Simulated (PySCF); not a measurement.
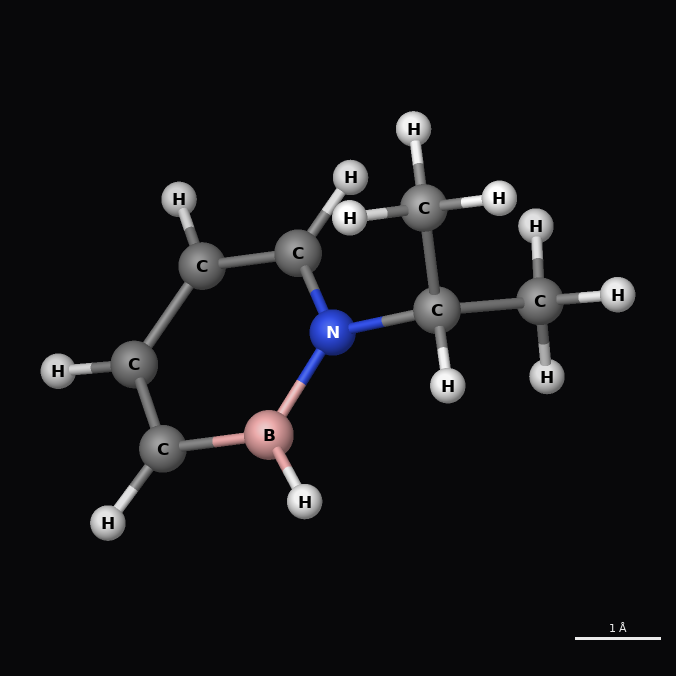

Every bond is drawn as one stick, whatever its order.

The computed structure is the end point of a PBE0-D3(BJ)/def2-SVP optimisation. No frequency run is at hand to confirm it as a minimum.

Question: Count the atoms of each element.

Answer: C₇H₁₂BN, 21 atoms: 7 carbon, 12 hydrogen, 1 boron and 1 nitrogen.

Question: How many bonds of each kind are drawn?

Answer: 11 C–H, 5 C–C, 2 C–N, 1 B–N, 1 C–B, 1 B–H.

Question: Give a SMILES string for it.

Answer: CC(C)N1BC=CC=C1

Question: Describe its rings.

Answer: Independent rings (smallest set): 1 of 6 members.

Question: Name some functional groups or characteristic bonds that it holds.

Answer: Among them: alkene, B–H bond.

The parts below concern this one geometry. Atoms keep their numbers from picture to picture.

### Shape

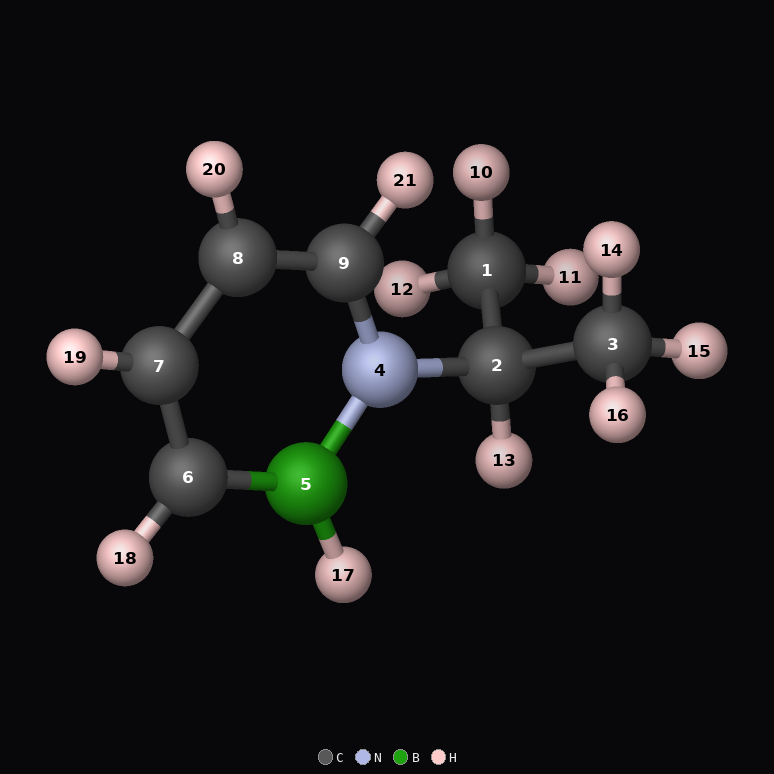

The atoms are numbered. No frequency run is at hand to confirm it as a minimum.

Give the bond lengths. Leave out bonds to hydrogen.

```csv
bond,length (Å),order
C1–C2,1.523,single
C2–C3,1.523,single
C2–N4,1.473,single
N4–B5,1.440,single
N4–C9,1.360,single
B5–C6,1.512,single
C6–C7,1.375,delocalised
C7–C8,1.418,delocalised
C8–C9,1.369,double
```

### Excitation

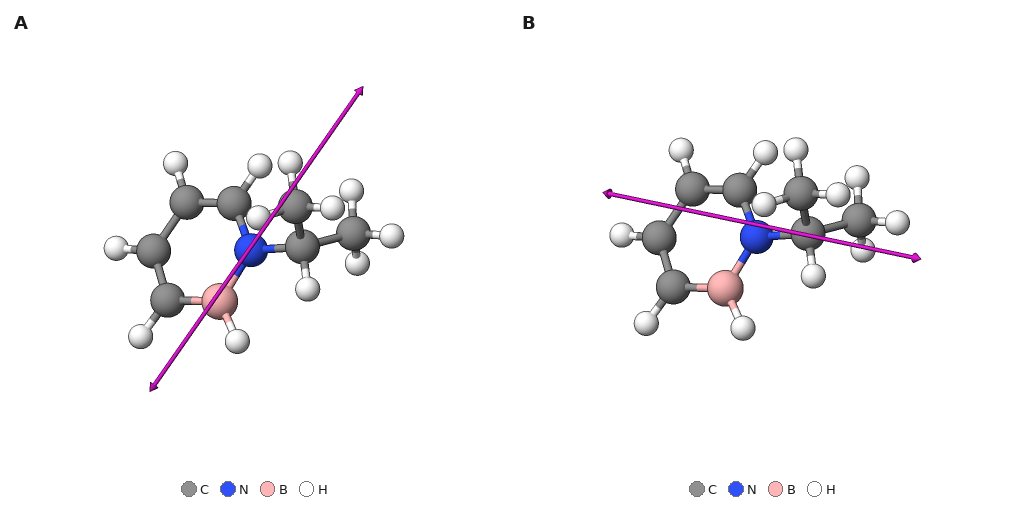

The double arrows show the directions of two transition dipoles from the ground state (lengths mean nothing). No frequency run is at hand to confirm it as a minimum. Method: TDDFT PBE0/def2-SVPD, vertical, gas phase, core orbitals frozen in the response (PySCF 2.14.0).

Question: One belongs to singlet state 1 and one to singlet state 2. Which is which?

Answer: A: state 1, 4.99 eV (249 nm), oscillator strength 0.17, mainly HOMO → LUMO (weight 0.90).
B: state 2, 5.93 eV (209 nm), oscillator strength 0.055, mainly HOMO → LUMO+1 (weight 0.72).

### NMR shielding

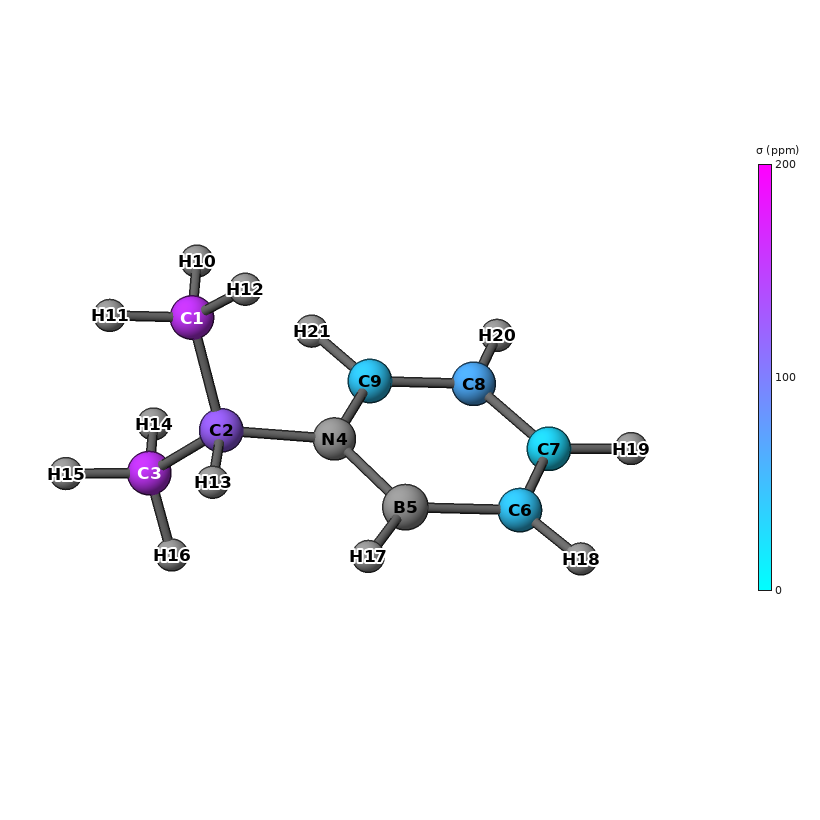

Atoms are coloured by their isotropic NMR shieldings (C only, the others grey). No frequency run is at hand to confirm it as a minimum. Level of theory: GIAO CAM-B3LYP/pcSseg-1 NMR shielding, non-relativistic, gas phase (PySCF 2.14.0).

Question: Which C atom is the most shielded (lowest chemical shift)?

Answer: C1, C3 (156.4 to 156.8 ppm).

Question: Which C atom is the least shielded (highest chemical shift)?

Answer: C7 (27.9 ppm).

Question: How wide is the range of C shifts?

Answer: 128.9 ppm.

Give the isotropic NMR shieldings of the C atoms atom by atom.

```json
{"atom": "C1", "σ (ppm)": "156.8"}
{"atom": "C2", "σ (ppm)": "123.4"}
{"atom": "C3", "σ (ppm)": "156.4"}
{"atom": "C6", "σ (ppm)": "40.8"}
{"atom": "C7", "σ (ppm)": "27.9"}
{"atom": "C8", "σ (ppm)": "63.3"}
{"atom": "C9", "σ (ppm)": "39.4"}
```

### Charges

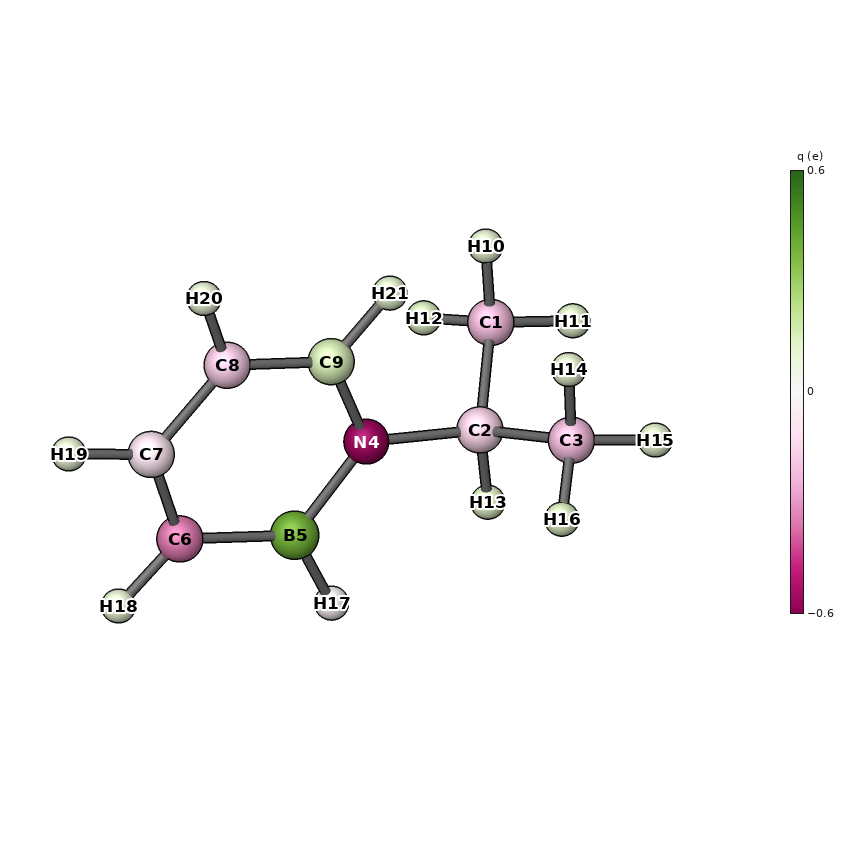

Atoms are coloured by their Mulliken charges. No frequency run is at hand to confirm it as a minimum. Properties computed with PBE0/pcSseg-1, gas phase (PySCF 2.14.0).

List the Mulliken charges.

| atom | value (e) |
| --- | --- |
| C1 | −0.22 |
| C2 | −0.15 |
| C3 | −0.22 |
| N4 | −0.56 |
| B5 | 0.38 |
| C6 | −0.35 |
| C7 | −0.09 |
| C8 | −0.17 |
| C9 | 0.16 |
| H10 | 0.11 |
| H11 | 0.12 |
| H12 | 0.13 |
| H13 | 0.13 |
| H14 | 0.11 |
| H15 | 0.12 |
| H16 | 0.13 |
| H17 | −0.04 |
| H18 | 0.10 |
| H19 | 0.09 |
| H20 | 0.09 |
| H21 | 0.11 |

Mulliken values depend strongly on the basis set and can even reverse the polarity of a bond.
